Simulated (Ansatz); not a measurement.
**(NaCl)8 cage of four- and six-membered rings (Na8Cl8): one molecule under many settings**

Aim: run (NaCl)8 cage of four- and six-membered rings (Na8Cl8) under a spread of inputs, and see what each costs and gives.

The runs use Ansatz 0.2.0, Gaussian basis; the settings change from run to run.

4 further runs of the same task are left out: 4 that didn't finish.

## 1. The relaxed structure

The geometry comes from an earlier relaxation with PBE-D4/def2-SVP; it is a stationary point, not always the lowest conformer.

16 atoms, charge 0, spin multiplicity 1.

Atoms are counted from 1 here; the program's logs count them from 0.

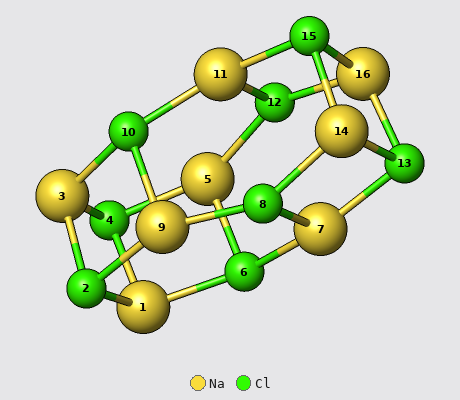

The structure; sodium yellow, chlorine green; atoms are numbered from 1 in the order of the file.

## 2. B3LYP/STO-3G

This run has atoms shaken by 0.03 Å, D3(BJ) with three-body dispersion.

in.yaml

```yaml
crystal:
  periodic: [false, false, false]
  atoms:
    - {symbol: Na, position_ang: [-1.737414, 0.047307, 3.748732]}
    - {symbol: Cl, position_ang: [-0.140289, -1.989201, 3.858515]}
    - {symbol: Na, position_ang: [1.670777, -0.125293, 3.759353]}
    - {symbol: Cl, position_ang: [0.103753, 2.007387, 3.861701]}
    - {symbol: Na, position_ang: [-0.247810, 2.201483, 1.249999]}
    - {symbol: Cl, position_ang: [-2.328102, 0.421831, 1.240642]}
    - {symbol: Na, position_ang: [-2.254839, -0.299321, -1.253994]}
    - {symbol: Cl, position_ang: [-0.479430, -2.324510, -1.201118]}
    - {symbol: Na, position_ang: [0.245768, -2.218410, 1.313674]}
    - {symbol: Cl, position_ang: [2.389773, -0.450829, 1.204664]}
    - {symbol: Na, position_ang: [2.214288, 0.291495, -1.267288]}
    - {symbol: Cl, position_ang: [0.438198, 2.333306, -1.204416]}
    - {symbol: Cl, position_ang: [-1.997774, 0.084075, -3.921852]}
    - {symbol: Na, position_ang: [-0.112552, -1.702133, -3.770928]}
    - {symbol: Cl, position_ang: [1.988954, -0.116032, -3.900934]}
    - {symbol: Na, position_ang: [0.054013, 1.737876, -3.744397]}
basis:
  gaussian: {orbitals: STO-3G}
hamiltonian: {xc: {name: B3LYP}, dispersion: d3bjatm}
```

The run is started by

```console
ansatz run in.yaml --threads 6 --pin off --events-out ev --progress --plain --max-ram 7833MiB
```

The program printed:

```text
Functional definition: B3LYP
  name "B3LYP"
  cite "Stephens, Devlin, Chabalowski & Frisch, J. Phys. Chem. 98, 11623 (1994) doi:10.1021/j100096a001"
  cite "Becke, Phys. Rev. A 38, 3098 (1988) doi:10.1103/PhysRevA.38.3098"
  cite "Lee, Yang & Parr, Phys. Rev. B 37, 785 (1988) doi:10.1103/PhysRevB.37.785"
  cite "Vosko, Wilk & Nusair, Can. J. Phys. 58, 1200 (1980) doi:10.1139/p80-159"
  parameter a0 = 0.2
  parameter ax = 0.72
  parameter ac = 0.81
  exchange = (1 - a0 - ax)*slater_x + ax*b88_x + a0*exact_x
  correlation = (1 - ac)*vwn_rpa_c + ac*lyp_c
1454 factors; integrals over basis functions are off by at most 1.7e-4 eV
mean field evaluation 1: about -134006.3548 eV, gradient 5.0e1 eV
mean field evaluation 2: about -134011.0132 eV, gradient 3.3e1 eV
mean field evaluation 4: about -134013.1588 eV, gradient 8.4e-1 eV
mean field evaluation 8: about -134013.3057 eV, gradient 1.4e-3 eV
mean field -134013.30565940 eV, -4924.8981455017 hartree, gradient 3.2e-5 eV, S^2 0.000000; 0 other end points of the search recorded, 0 dependent functions left out
reference -134013.30599784 eV, -4924.8981579394 hartree; 112, 112 occupied and 32, 32 virtual orbitals, 1454 factors
Total energy: -134015.52474465 eV, -4924.9796953806 hartree
```

It took 2.1 s on 6 threads of Intel Xeon 6975P-C, shared host; peak memory 0.72 GiB.

## 3. BLYP/def2-mTZVPP

Set apart from the defaults: multiplicity 3, atoms shaken by 0.15 Å, D4 dispersion.

in.yaml

```yaml
crystal:
  periodic: [false, false, false]
  atoms:
    - {symbol: Na, position_ang: [-1.752855, 0.059299, 4.036257]}
    - {symbol: Cl, position_ang: [-0.268072, -1.908644, 4.138408]}
    - {symbol: Na, position_ang: [1.768401, 0.063767, 3.761071]}
    - {symbol: Cl, position_ang: [0.320214, 2.061853, 3.686364]}
    - {symbol: Na, position_ang: [-0.127665, 2.017100, 1.422957]}
    - {symbol: Cl, position_ang: [-2.173913, 0.300646, 1.265887]}
    - {symbol: Na, position_ang: [-2.041635, -0.440565, -1.282768]}
    - {symbol: Cl, position_ang: [-0.508645, -2.353040, -1.260321]}
    - {symbol: Na, position_ang: [0.083970, -1.764980, 1.537644]}
    - {symbol: Cl, position_ang: [2.043892, -0.474975, 1.270702]}
    - {symbol: Na, position_ang: [2.215778, 0.397736, -1.403732]}
    - {symbol: Cl, position_ang: [0.357464, 2.503897, -1.112701]}
    - {symbol: Cl, position_ang: [-2.052577, -0.031319, -3.742494]}
    - {symbol: Na, position_ang: [-0.041076, -1.796245, -3.609622]}
    - {symbol: Cl, position_ang: [2.062884, 0.198902, -3.682255]}
    - {symbol: Na, position_ang: [0.008143, 1.563780, -3.760627]}
basis:
  gaussian: {orbitals: def2-mTZVPP}
magnetization: {spin_polarized: true, initial_magnetization: 2}
hamiltonian: {xc: {name: BLYP}, dispersion: d4}
```

The command is unchanged.

The program printed, cut to the lines that bear on the results:

```text
Functional definition: BLYP
  name "BLYP"
  cite "Becke, Phys. Rev. A 38, 3098 (1988) doi:10.1103/PhysRevA.38.3098"
  cite "Lee, Yang & Parr, Phys. Rev. B 37, 785 (1988) doi:10.1103/PhysRevB.37.785"
[...]
3544 factors; their error is unknown
[...]
mean field -135533.86383391 eV, -4980.7776277435 hartree, gradient 2.2e-6 eV, S^2 2.000571; 20 other end points of the search recorded, 0 dependent functions left out
reference -135533.86430241 eV, -4980.7776449609 hartree; 113, 111 occupied and 215, 217 virtual orbitals, 3544 factors
Total energy: -135534.85834316 eV, -4980.8141752846 hartree
```

Wall time 4.5 min (6 threads of Intel Xeon 6975P-C, shared host); peak memory 2.7 GiB.

⟨S²⟩ 2.001.

## 4. B97M-V/STO-3G

Options: atoms shaken by 0.03 Å, relativity set to none, high accuracy.

in.yaml

```yaml
crystal:
  periodic: [false, false, false]
  atoms:
    - {symbol: Na, position_ang: [-1.696296, 0.147186, 3.791711]}
    - {symbol: Cl, position_ang: [-0.112265, -1.967123, 3.897855]}
    - {symbol: Na, position_ang: [1.670709, -0.013834, 3.752641]}
    - {symbol: Cl, position_ang: [0.131013, 2.031515, 3.810310]}
    - {symbol: Na, position_ang: [-0.266226, 2.150590, 1.305267]}
    - {symbol: Cl, position_ang: [-2.314942, 0.484522, 1.232368]}
    - {symbol: Na, position_ang: [-2.215686, -0.353271, -1.324167]}
    - {symbol: Cl, position_ang: [-0.459047, -2.360766, -1.227676]}
    - {symbol: Na, position_ang: [0.281475, -2.178519, 1.280846]}
    - {symbol: Cl, position_ang: [2.337978, -0.479553, 1.199963]}
    - {symbol: Na, position_ang: [2.241952, 0.300997, -1.276098]}
    - {symbol: Cl, position_ang: [0.490870, 2.296819, -1.180716]}
    - {symbol: Cl, position_ang: [-2.000712, 0.144903, -3.920682]}
    - {symbol: Na, position_ang: [-0.131019, -1.731658, -3.751194]}
    - {symbol: Cl, position_ang: [1.934869, -0.131267, -3.928199]}
    - {symbol: Na, position_ang: [0.021511, 1.662851, -3.709568]}
basis:
  gaussian: {orbitals: STO-3G}
hamiltonian: {xc: {name: B97M-V}, pseudopotentials: {relativity: none}}
accuracy: high
scf: {omitted_lower_state_checks: [starts]}
output: {forces: true}
```

Same command.

The program printed, cut to the lines that bear on the results:

```text
Functional definition: B97M-V
  name "B97M-V"
  cite "Mardirossian & Head-Gordon, J. Chem. Phys. 142, 074111 (2015) doi:10.1063/1.4907719"
  cite "Becke, J. Chem. Phys. 107, 8554 (1997) doi:10.1063/1.475007"
  cite "Vydrov & Van Voorhis, J. Chem. Phys. 133, 244103 (2010) doi:10.1063/1.3521275"
  # Of w^i u^j: cxij and so on, Table III.
[...]
  gx(w, u) = cx00 + cx01*u + cx02*u^2 + (cx10 + cx11*u)*w
  gss(w, u) = css00 + css02*u^2 + css10*w + (css32*w^3 + css42*w^4)*u^2
  gos(w, u) = cos00 + cos01*u + cos03*u^3 + cos10*w + cos32*w^3*u^2
[...]
      + integral(e_c_pw_mod_opposite_spin*gos(b97_w_opposite, b97_u_opposite)) + vv10(b, c)
[...]
3123 factors; integrals over basis functions are off by at most 1.1e-7 eV
[...]
mean field -134004.99350102 eV, -4924.5926793155 hartree, gradient 3.0e-8 eV, S^2 0.000000; 0 other end points of the search recorded, 0 dependent functions left out
[...]
Atom 7 at    -0.459047    -2.360766    -1.227676 Å, force    -0.266595     1.247470    -0.028910 eV/Å
Atom 8 at     0.281475    -2.178519     1.280846 Å, force     0.294859     0.772549     0.033991 eV/Å
Atom 9 at     2.337978    -0.479553     1.199963 Å, force    -1.251330    -0.071013     0.072905 eV/Å
Atom 10 at     2.241952     0.300997    -1.276098 Å, force    -0.867036     0.239261    -0.071432 eV/Å
Atom 11 at     0.490870     2.296819    -1.180716 Å, force     0.132860    -1.202953    -0.077494 eV/Å
Atom 12 at    -2.000712     0.144903    -3.920682 Å, force     1.413973    -0.424559     1.341938 eV/Å
Atom 13 at    -0.131019    -1.731658    -3.751194 Å, force     0.085082     1.214101     0.882166 eV/Å
Atom 14 at     1.934869    -0.131267    -3.928199 Å, force    -1.570931     0.194201     1.372973 eV/Å
Atom 15 at     0.021511     1.662851    -3.709568 Å, force     0.233482    -1.026241     0.873957 eV/Å
Dipole moment:    -0.095775    -0.038146     0.178143 e Å
Checks for a lower state left out: starts
```

It took 57 s on 6 threads of Intel Xeon 6975P-C, shared host; peak memory 1.8 GiB.

Largest force 2.147 eV/Å, dipole 0.99 D.

## 5. The runs in one table

| level | charge | multiplicity | geometry | functions | energy (eV) | time |
| --- | --- | --- | --- | --- | --- | --- |
| B3LYP/STO-3G | 0 | 1 | shaken | 144 | -134015.525 | 2.1 s |
| BLYP/def2-mTZVPP | 0 | 3 | shaken | 328 | -135534.858 | 4.5 min |
| B97M-V/STO-3G | 0 | 1 | shaken | 144 | -134004.994 | 57 s |

## 6. Summary of results

| quantity | value |
| --- | --- |
| runs | 3 |
| quickest | B3LYP/STO-3G, 2.1 s |
| slowest | BLYP/def2-mTZVPP, 4.5 min |

**Reading.** The runs differ in state or geometry as well as level, so their energies can't be set against each other. BLYP/def2-mTZVPP took 127 times as long as B3LYP/STO-3G. The jobs differ in tasks and options as well as level.
